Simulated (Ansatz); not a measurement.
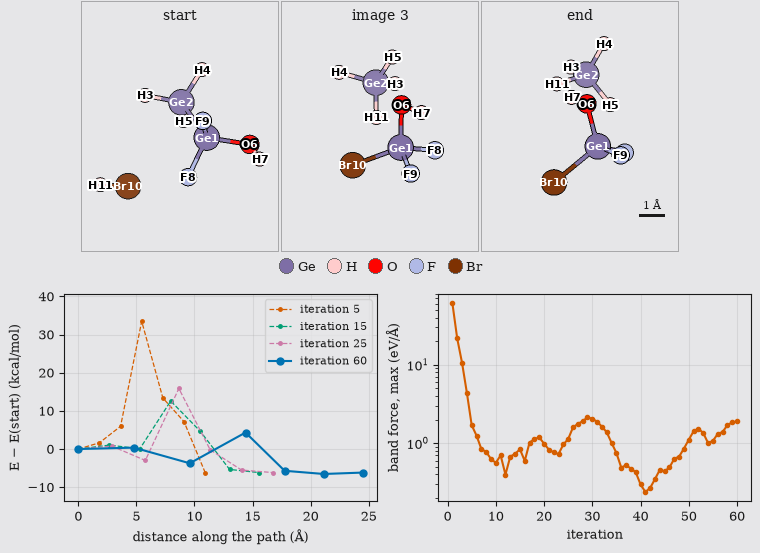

NEB run on Ge₂H₅OBrF₂, made up at the start of Ge2H4OF2 and HBr. Images are numbered from 0 (start) to 6 (end). The plot follows the band through its iterations. A ball-and-stick model, seen at a tilt.

The calculation used Ansatz 0.2.0, RKS PBE/def2-SVP. Set-up: 5 movable images; climbing image; force threshold 0.05 eV/Å; iteration limit 60; spring constant 20.0 eV/Å²; starting path through a guess of the saddle point.

Did the band converge, and can the barrier be trusted?

Answer. The result isn't final. The band hadn't converged when the run stopped after 60 iterations. The largest component of the band force went from 61 to 1.9 eV/Å. The barrier read from it is provisional: over the last two iterations the highest image moved from 8.5 kcal/mol to 4.3 kcal/mol. The first iteration put the highest image at 689.9 kcal/mol. Relative to the start the highest point is image 3 at +4.3 kcal/mol and the end lies at −6.2 kcal/mol, but the profile dips to −6.5 kcal/mol at image 5 on the way, so there may be more than one step; on an unconverged band the side maxima are provisional.

Limits of the set-up: the start holds two separate molecules, 3.0 Å apart at their closest, whose relative position is a soft coordinate and is computed without a dispersion correction.

Cost: 11 min on 4 threads of Arm Neoverse V2, with other jobs on the host, peak memory 0.29 GiB.
